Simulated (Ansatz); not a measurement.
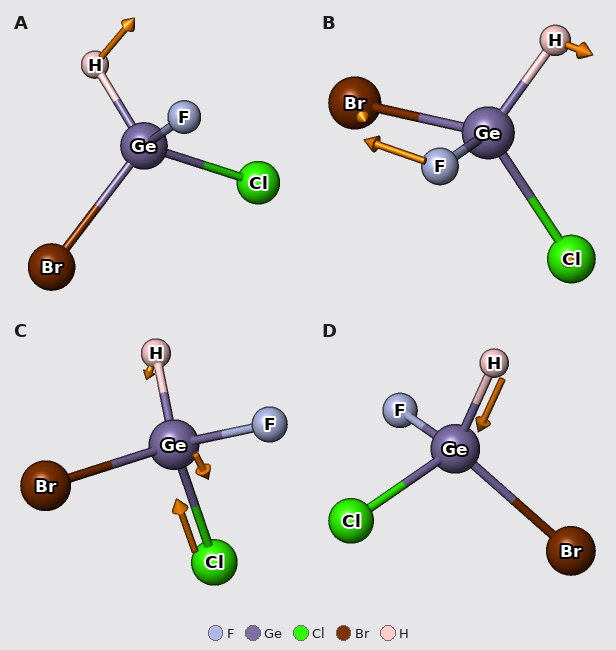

4 normal modes of one molecule or complex, as arrows. Harmonic vibrations computed with RKS PBE0-D4/def2-TZVP (Ansatz 0.2.0) at a stationary point of the same level.

Match the panels to the wavenumbers 178 cm⁻¹, 450 cm⁻¹, 695 cm⁻¹, 2220 cm⁻¹.

Answer. A: 695 cm⁻¹, angle bending
B: 178 cm⁻¹, Br–Ge–F bending
C: 450 cm⁻¹, Ge–Cl stretching
D: 2220 cm⁻¹, Ge–H stretching
